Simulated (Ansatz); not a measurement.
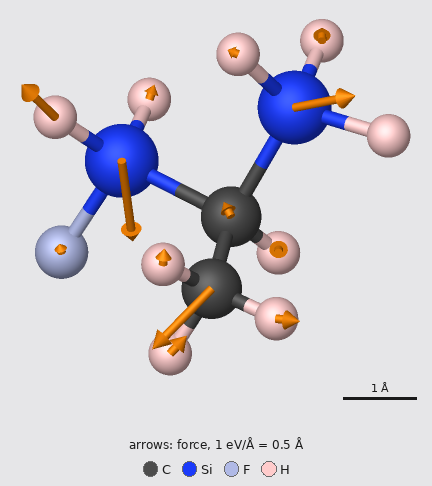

Starting geometry of C₂H₉FSi₂ (coarse preliminary run) with the computed forces as orange arrows. Style: ball-and-stick. Shown from a free direction.

The start comes from a force field.

Computed with Ansatz 0.2.0, RKS PBE-D4/def2-SVP. Set-up: force threshold 0.03 eV/Å; at most 200 steps.

Is this structure relaxed? If not, where do the atoms go?

It isn't relaxed: the largest force vector, on a Si atom, is 3.15 eV/Å. The final displacements follow the starting forces only in part (cosine between the two patterns 0.38). The largest moves after the best rigid fit, 0.16 Å, are those of Si and F atoms. Largest moves by element: Si 0.16 Å, F 0.16 Å, H 0.15 Å, C 0.06 Å. Near-neighbour distances that change, for instance: H–Si 1.413 → 1.504 Å, C–Si 1.840 → 1.904 Å, C–C 1.496 → 1.545 Å, H–Si 1.475 → 1.505 Å. Among the angles between lasting bonds that change: Si–C–Si 100.5° → 111.0°, Si–C–H 112.8° → 105.8°, H–C–H 101.0° → 107.2°. Over 4 geometry steps the energy falls by 40.1 kJ/mol. Largest force component: 3.1 eV/Å at the start, 0.028 eV/Å at the end.
